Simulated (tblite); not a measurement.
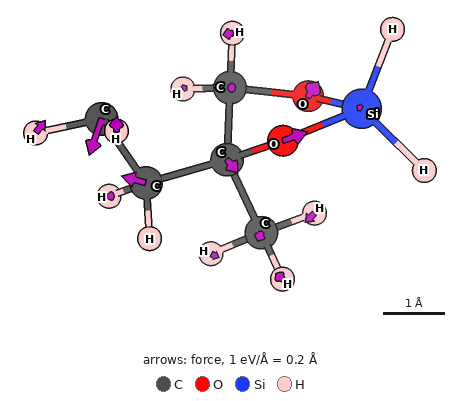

Starting geometry of C5H11O2Si (multiplicity 2) with the computed forces as purple arrows. Style: ball-and-stick. Shown at a tilt.

Level of theory: GFN2-xTB geometry optimisation, gas phase (tblite). 

Is this structure relaxed? If not, where do the atoms go?

Answer. It isn't relaxed: the largest force vector, on a C atom, is 3.55 eV/Å. The final displacements follow the starting forces only in part (cosine between the two patterns 0.35). The atom that moves furthest after the best rigid fit is an H atom (1.32 Å). By element the largest moves are H 1.32 Å, O 0.83 Å, Si 0.51 Å, C 0.45 Å. Near-neighbour distances that change, for instance: C–Si 2.757 → 3.462 Å, O–Si 1.731 → 1.633 Å, C–C 1.470 → 1.555 Å, C–H 1.125 → 1.072 Å. Among the angles between lasting bonds that change: C–C–H 105.7° → 121.4°, C–O–Si 98.9° → 113.0°, C–C–H 105.9° → 119.5°. After 89 geometry steps the energy has fallen by 48.6 kcal/mol. The run took 0.67 s on 1 thread of Arm Neoverse V1, with other jobs on the host.
